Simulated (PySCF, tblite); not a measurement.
**C₃H₈FSi₃ radical: geometry, infrared bands and EPR parameters**

What infrared bands and EPR parameters should C₃H₈FSi₃ radical (`FCC#C[Si@H]([SiH2])[SiH3]`) show?

Programs: tblite 0.8.0 and PySCF 2.14.0, with density-fitted response routines of our own. Each step states its level of theory. These are calculated values for one molecule in the gas phase, unless marked as measured. Atoms count from 0, in the outputs and in this text.

### Step 1. The starting structure

15 atoms, charge 0, multiplicity 2; geometry from: force field or distance geometry start.

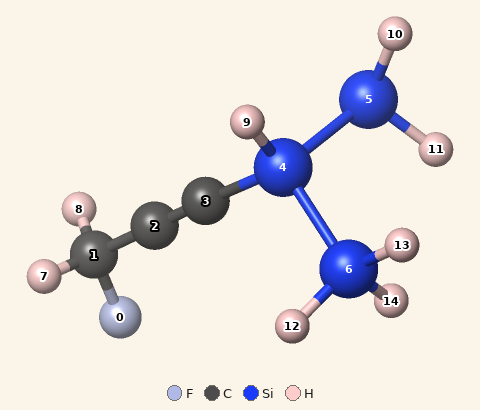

As it starts; fluorine light blue, carbon dark grey, silicon blue, hydrogen pink, atoms numbered; sticks join atoms by distance.

### Step 2. Geometry optimisation with GFN2-xTB

The job: settings as JSON, then the geometry in Å.

```
{"job": {"kind": "relax", "xc": "GFN2-xTB", "basis": "xTB"}, "charge": 0, "multiplicity": 2}
F      3.417700    -0.644100     1.643200
C      3.397400    -0.082200     0.363800
C      2.027000     0.061500    -0.124400
C      0.880900     0.196400    -0.527700
Si    -0.845100     0.348500    -1.087700
Si    -1.809200     2.087300    -0.078200
Si    -2.026400    -1.461800    -0.465900
H      3.964900    -0.785300    -0.297000
H      3.838600     0.905600     0.448500
H     -0.818800     0.485000    -2.546600
H     -2.687500     2.762200    -1.048800
H     -2.617300     1.611900     1.084800
H     -1.239500    -2.658900    -0.797300
H     -3.346100    -1.489100    -1.106600
H     -2.141100    -1.328800     1.012300
```

Started as:

```
$ OMP_NUM_THREADS=1 python probes_run.py task.json out
```

The driver reads the jobs from task.json and runs them one after another.

The program printed:

```text
step      E/eV     max force
  0    -551.37477    2.488
  1    -551.36740    5.026
  2    -551.47129    0.458
  3    -551.48695    0.354
  4    -551.52054    0.421
  5    -551.54152    0.479
  6    -551.57302    0.365
  7    -551.58754    0.336
  8    -551.60006    0.262
  9    -551.60934    0.271
 10    -551.61827    0.303
 11    -551.62649    0.269
 12    -551.63194    0.149
 13    -551.63634    0.195
 14    -551.64161    0.182
 15    -551.64663    0.240
 16    -551.65055    0.195
 17    -551.65323    0.119
 18    -551.65524    0.109
 19    -551.65736    0.148
 20    -551.65943    0.135
 21    -551.66100    0.106
 22    -551.66241    0.102
 23    -551.66420    0.118
 24    -551.66679    0.174
 25    -551.67011    0.187
 26    -551.67341    0.142
 27    -551.67606    0.114
 28    -551.67825    0.131
 29    -551.68034    0.139
 30    -551.68251    0.150
 31    -551.68515    0.188
 32    -551.68843    0.236
 33    -551.69196    0.242
 34    -551.69477    0.173
 35    -551.69632    0.079
 36    -551.69716    0.073
 37    -551.69803    0.090
 38    -551.69926    0.117
 39    -551.70077    0.119
 40    -551.70230    0.099
 41    -551.70346    0.085
 42    -551.70419    0.067
 43    -551.70470    0.056
 44    -551.70513    0.054
 45    -551.70554    0.074
 46    -551.70590    0.072
 47    -551.70621    0.043
 48    -551.70652    0.048
 49    -551.70685    0.044
 50    -551.70718    0.060
 51    -551.70738    0.044
 52    -551.70746    0.022
 53    -551.70751    0.025
 54    -551.70757    0.033
 55    -551.70766    0.032
 56    -551.70775    0.021
 57    -551.70783    0.024
 58    -551.70793    0.026
 59    -551.70806    0.037
 60    -551.70822    0.037
 61    -551.70837    0.032
 62    -551.70851    0.031
 63    -551.70867    0.036
 64    -551.70891    0.059
 65    -551.70929    0.070
 66    -551.70975    0.069
 67    -551.71017    0.078
 68    -551.71055    0.071
 69    -551.71098    0.074
 70    -551.71144    0.084
 71    -551.71182    0.074
 72    -551.71222    0.046
 73    -551.71259    0.050
 74    -551.71302    0.064
 75    -551.71388    0.107
 76    -551.71498    0.121
 77    -551.71571    0.098
 78    -551.71617    0.160
 79    -551.71694    0.063
 80    -551.71725    0.052
 81    -551.71823    0.061
 82    -551.71864    0.055
 83    -551.71903    0.036
 84    -551.71926    0.045
 85    -551.71949    0.050
 86    -551.71979    0.079
 87    -551.72020    0.069
 88    -551.72104    0.042
 89    -551.72129    0.042
 90    -551.72155    0.038
 91    -551.72181    0.026
 92    -551.72199    0.028
 93    -551.72208    0.021
 94    -551.72213    0.017
 95    -551.72216    0.016
 96    -551.72221    0.020
 97    -551.72231    0.032
 98    -551.72242    0.033
 99    -551.72250    0.019
100    -551.72253    0.011
101    -551.72254    0.011
102    -551.72256    0.013
103    -551.72260    0.016
104    -551.72264    0.028
105    -551.72265    0.050
106    -551.72267    0.015
107    -551.72268    0.012
108    -551.72270    0.008
```

Wall time 0.94 s (1 thread of Arm Neoverse V1, shared host); peak memory 0.18 GiB.

Relaxation path: (not every step is listed) (the energy doesn't fall at every step)

| step | energy from step 0 (eV) | largest force (eV/Å) |
| --- | --- | --- |
| 0 | 0.0000 | 2.4878 |
| 1 | 0.0074 | 5.0258 |
| 2 | -0.0965 | 0.4584 |
| 3 | -0.1122 | 0.3541 |
| 4 | -0.1458 | 0.4214 |
| 5 | -0.1667 | 0.4785 |
| 6 | -0.1983 | 0.3648 |
| 7 | -0.2128 | 0.3360 |
| 8 | -0.2253 | 0.2616 |
| 17 | -0.2785 | 0.1190 |
| 26 | -0.2986 | 0.1422 |
| 35 | -0.3216 | 0.0792 |
| 44 | -0.3304 | 0.0539 |
| 53 | -0.3327 | 0.0250 |
| 62 | -0.3337 | 0.0311 |
| 71 | -0.3370 | 0.0744 |
| 80 | -0.3425 | 0.0522 |
| 89 | -0.3465 | 0.0418 |
| 98 | -0.3477 | 0.0328 |
| 103 | -0.3478 | 0.0157 |
| 104 | -0.3479 | 0.0278 |
| 105 | -0.3479 | 0.0505 |
| 106 | -0.3479 | 0.0154 |
| 107 | -0.3479 | 0.0124 |
| 108 | -0.3479 | 0.0079 |

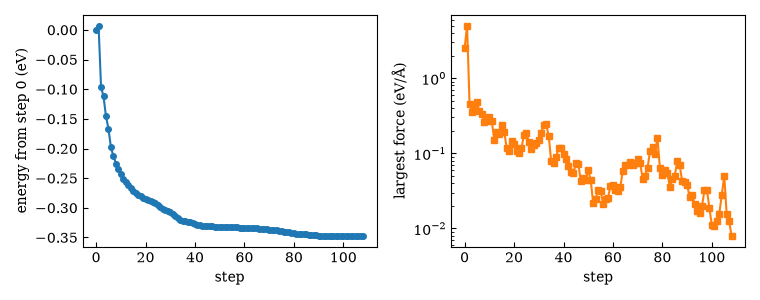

Energy and force, step by step.

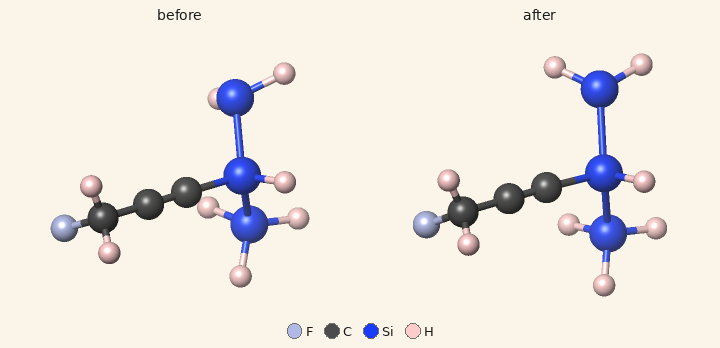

Before and after, at one scale.

Close pairs (by a distance rule), those that changed most:

| bond | before (Å) | after (Å) | change (Å) |
| --- | --- | --- | --- |
| Si4–Si6 | 2.249 | 2.329 | +0.080 |
| Si4–Si5 | 2.230 | 2.287 | +0.057 |
| C3–Si4 | 1.821 | 1.859 | +0.038 |
| Si5–H11 | 1.494 | 1.466 | -0.028 |
| Si6–H14 | 1.489 | 1.466 | -0.023 |
| C1–H7 | 1.119 | 1.098 | -0.022 |
| C2–C3 | 1.222 | 1.204 | -0.018 |
| Si4–H9 | 1.466 | 1.483 | +0.018 |

The final coordinates are the input of the step that follows.

### Step 3. Harmonic vibrations with GFN2-xTB

The job: settings as JSON, then the geometry in Å.

```
{"job": {"kind": "ir", "xc": "GFN2-xTB", "basis": "xTB"}, "charge": 0, "multiplicity": 2}
F      3.238072    -0.668270     1.661331
C      3.248134    -0.043059     0.429801
C      1.904047     0.105644    -0.094505
C      0.773438     0.219061    -0.493410
Si    -0.986317     0.304407    -1.086903
Si    -1.728582     2.330921    -0.330683
Si    -1.937200    -1.752704    -0.548085
H      3.860716    -0.665760    -0.234746
H      3.723237     0.935327     0.576574
H     -0.834246     0.422238    -2.557860
H     -3.082896     2.761339    -0.702106
H     -1.596627     2.676891     1.087768
H     -1.203228    -2.938646    -0.996791
H     -3.278586    -1.820145    -1.141941
H     -2.104376    -1.859253     0.903988
```

The program printed:

```text
mode    cm-1     km/mol
  1      -6.7      5.44
  2      38.2      0.02
  3      48.3      0.84
  4      59.6      0.69
  5      85.5      1.48
  6      88.3      2.08
  7     147.9      9.67
  8     186.7     23.06
  9     237.2     11.88
 10     294.3      4.16
 11     359.2     24.14
 12     373.8      7.24
 13     386.1      4.41
 14     408.4     29.10
 15     441.6     22.58
 16     474.6      1.55
 17     526.4      3.64
 18     599.8     35.83
 19     623.6    414.60
 20     636.6    139.12
 21     776.5    687.47
 22     806.6     38.63
 23     816.8    120.84
 24     817.6    330.23
 25     946.6      0.74
 26     978.6     73.70
 27    1077.9     46.29
 28    1188.8      4.27
 29    1296.0     30.36
 30    1409.9      0.62
 31    2053.2    292.28
 32    2190.4    190.45
 33    2206.0    297.35
 34    2216.7    360.33
 35    2231.2    437.40
 36    2234.1    338.40
 37    2312.7     27.81
 38    2904.9     19.81
 39    2916.4     32.44
```

It took 0.66 s on 1 thread of Arm Neoverse V1, shared host; peak memory 0.18 GiB.

Which atoms move in the most intense modes:

| cm⁻¹ | km/mol | atoms |
| --- | --- | --- |
| 624 | 414.6 | H9 85 % |
| 776 | 687.5 | H14 30 %, H13 28 %, H12 26 % |
| 818 | 330.2 | H10 39 %, H11 38 % |
| 2053 | 292.3 | H9 96 % |
| 2206 | 297.4 | H13 87 % |
| 2217 | 360.3 | H11 85 % |
| 2231 | 437.4 | H12 86 % |
| 2234 | 338.4 | H14 86 % |

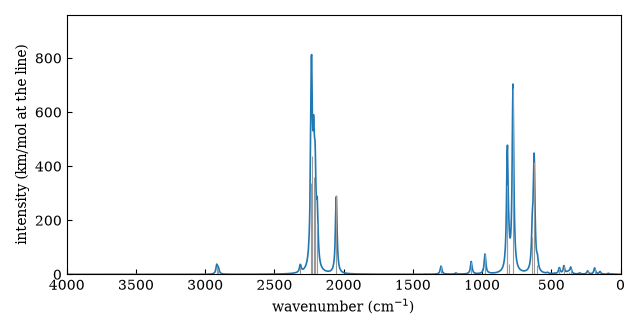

The infrared spectrum from these modes, unscaled. Lines are broadened to a width of 14 cm⁻¹ (Lorentzian).

### Step 4. g tensor and hyperfine couplings: B3LYP/pcH-1

Settings changed since step 3:

```diff
@@ -1,2 +1,2 @@
-{"job": {"kind": "ir", "xc": "GFN2-xTB", "basis": "xTB"}, "charge": 0, "multiplicity": 2}
+{"job": {"kind": "epr", "basis": "pcH-1"}, "charge": 0, "multiplicity": 2}
 F      3.238072    -0.668270     1.661331
```

With the program's defaults for keys left out, this is: UKS B3LYP, pcH-1 on C F H Si, non-relativistic, mean-field spin-orbit, GIAO.

The program printed:

```text
UKS, coarse grid
  cycle   1  E = -1087.31478925  |g| = 4.48e-01
  cycle   2  E = -1087.25272219  |g| = 6.16e-01
  cycle   3  E = -1087.38123895  |g| = 1.16e-01
  cycle   4  E = -1087.38469207  |g| = 7.48e-02
  cycle   5  E = -1087.38742546  |g| = 1.55e-02
  cycle   6  E = -1087.38752083  |g| = 4.48e-03
  cycle   7  E = -1087.38753132  |g| = 8.45e-04
  cycle   8  E = -1087.38753238  |g| = 3.47e-04
UKS, final grid
  cycle   1  E = -1087.38755070  |g| = 3.42e-04
  cycle   2  E = -1087.38755063  |g| = 5.10e-04
  cycle   3  E = -1087.38755075  |g| = 1.76e-04
  cycle   4  E = -1087.38755076  |g| = 1.97e-05
  cycle   5  E = -1087.38755076  |g| = 1.44e-05
E = -1087.38755076 Eh   <S^2> = 0.7525 (exact 0.7500)
g shifts (ppm)      1          2          3
  rmc          -124       -124       -124
  gc              6         33         38
  oz_so        -318       2285       3862
  total        -436       2195       3777
hyperfine (MHz)  atom isotope    a_iso     a_fc   dipolar eigenvalues
    0   19F      -0.31      -0.31     -0.32     -0.18      0.50
    1   13C       0.08       0.08     -0.12     -0.10      0.22
    2   13C      -0.72      -0.72     -0.63     -0.06      0.69
    3   13C       2.46       2.46     -0.54     -0.37      0.92
    4  29Si      -8.40      -8.40     -6.42      1.31      5.11
    5  29Si    -375.52    -376.48   -171.38     84.96     86.42
    6  29Si     -60.96     -61.03    -12.49      5.78      6.71
    7    1H      -0.27      -0.27     -0.31     -0.26      0.57
    8    1H      -0.42      -0.42     -0.43     -0.40      0.82
    9    1H       8.18       8.18     -2.60     -1.17      3.77
   10    1H       1.01       0.98    -10.05      1.88      8.17
   11    1H       4.59       4.56    -10.06      2.06      8.00
   12    1H      21.25      21.25     -1.19     -0.23      1.43
   13    1H      -1.57      -1.57     -1.25     -0.47      1.73
   14    1H      -1.91      -1.91     -1.38     -0.44      1.81
```

Wall time 1.7 min (1 thread of Arm Neoverse V1, shared host); peak memory 0.97 GiB.

Principal g values 2.00188, 2.00451, 2.00610; g(iso) = 2.00416, against 2.00232 for a free electron.

Hyperfine couplings; where a row names several nuclei, a(iso) is their mean (it holds for fast rotation or exchange) and the dipolar term the largest among them:

| nuclei | isotope | a(iso) (MHz) | a(iso) (G, at g = 2.0023) | largest dipolar term (MHz) |
| --- | --- | --- | --- | --- |
| Si5 | 29Si | -375.5 | -134.0 | -171.4 |
| Si6 | 29Si | -61.0 | -21.8 | -12.5 |
| Si4 | 29Si | -8.4 | -3.0 | -6.4 |
| H9 | 1H | 8.2 | 2.9 | 3.8 |
| H12, H13, H14 | 1H | 5.9 | 2.1 | 1.8 |
| H10, H11 | 1H | 2.8 | 1.0 | -10.1 |
| C3 | 13C | 2.5 | 0.9 | 0.9 |
| C2 | 13C | -0.7 | -0.3 | 0.7 |
| H8 | 1H | -0.4 | -0.2 | 0.8 |
| F0 | 19F | -0.3 | -0.1 | 0.5 |
| H7 | 1H | -0.3 | -0.1 | 0.6 |
| C1 | 13C | 0.1 | 0.0 | 0.2 |

Mulliken spin populations:

F0 0.00; C1 0.00; C2 0.00; C3 0.00; Si4 0.02; Si5 0.96; Si6 0.05; H7 0.00; H8 0.00; H9 0.00; H10 -0.02; H11 -0.01; H12 0.01; H13 0.00; H14 0.00

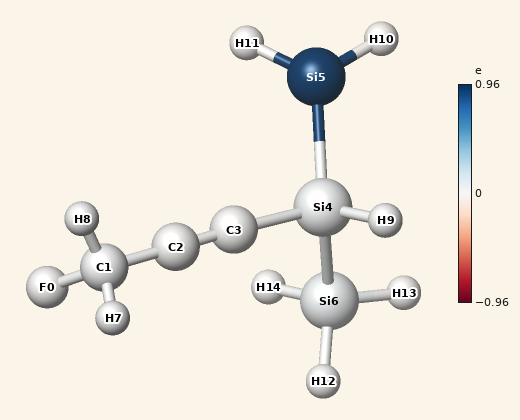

Mulliken spin populations, as colours on the atoms.

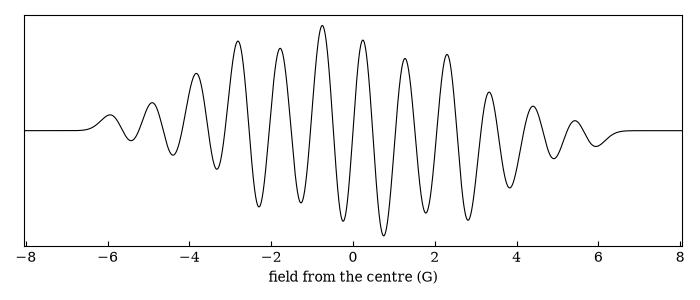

First-order isotropic spectrum (first derivative, main isotopes with spin only, couplings over 0.8 MHz, Gaussian width 0.3 G; couplings of the frozen geometry, rotation of groups not averaged beyond the rows shown).

The fields below are evaluated on a grid from the run's orbitals.

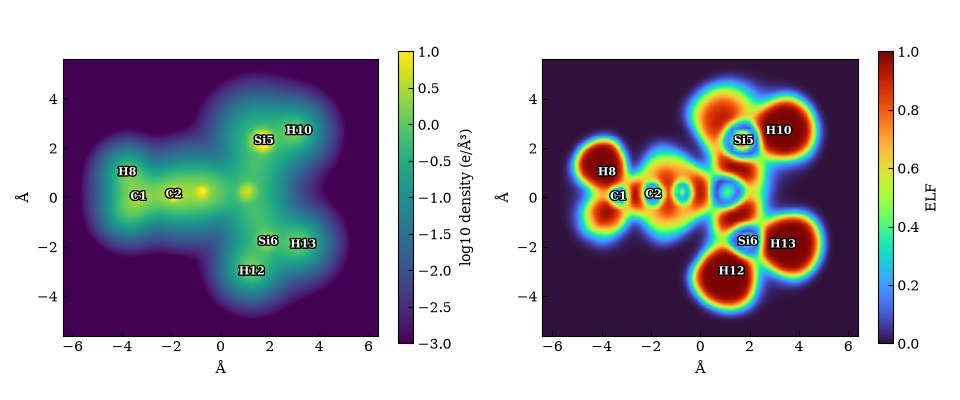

Density (left) and ELF (right) in a plane through or near 8 of the atoms.

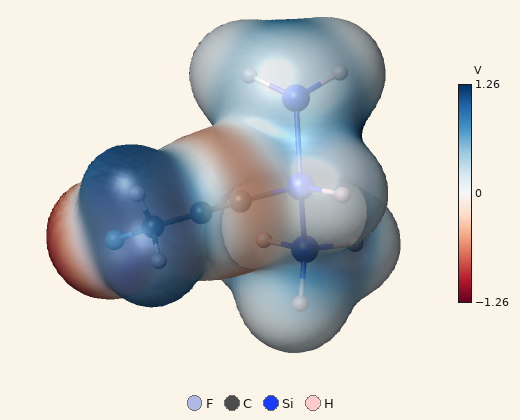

Electrostatic potential on the surface of density 0.002 e/bohr³; red is low, blue high. It runs from -1.02 V near F0 to 1.26 V near Si4.

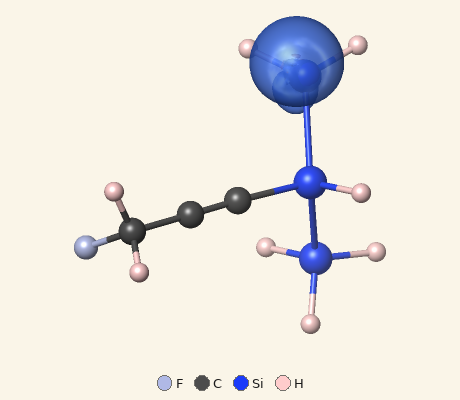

Spin density at ±0.06 e/Å³ (alpha excess blue, beta excess red).

### Step 5. What came out

```
                                 quantity                    value
strongest single infrared mode (GFN2-xTB)     776 cm⁻¹, 687 km/mol
             zero-point energy (GFN2-xTB)            53.5 kcal/mol
                           g(iso) (B3LYP)                  2.00416
                                     ⟨S²⟩       0.752 (exact 0.75)
       largest a(iso) (averaged by class)  29Si on Si5, -375.5 MHz
    surface potential, least and greatest       -1.02 V and 1.26 V
```

In words: Relaxing lowered the energy by 0.348 eV in 108 steps; the close pair that moved most is Si4–Si6, from 2.249 to 2.329 Å. The lowest mode is slightly imaginary (7i cm⁻¹), a soft motion within the noise of the Hessian, so the minimum is not strictly shown. The strongest single mode, at 776 cm⁻¹, has its largest shares on H14, H13 and H12 (the list is cut at 3 atoms). Unscaled tight-binding wavenumbers are off by several per cent, some by more. Its intensities can rank the bands wrongly. Si5 carries the largest spin population, 0.96 e. The isotropic g lies 1.8 ppt above the free-electron value.
